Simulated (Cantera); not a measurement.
Charge: 1 mol HBr, a varied amount of O2, held at 1727 °C and 0.133 bar.

Method: chemical equilibrium by Gibbs-energy minimisation in Cantera with the NASA 1993 tables (ideal gas, pure condensed phases). Candidate condensed phases: Br2, H2O; 12 gas species. Rates play no part.

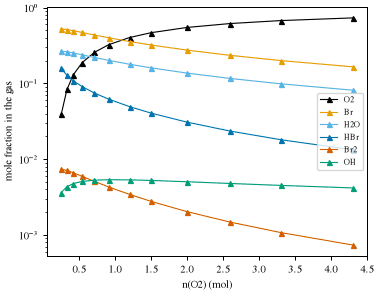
*Equilibrium gas composition (values under 1e-9 drawn at 1e-9)*

Task: Read off the mole fractions at 0.91 mol O2.

Result: Br about 0.40, O2 about 0.32, H2O about 0.20, HBr about 0.062, OH about 0.0054, Br2 about 0.0043.
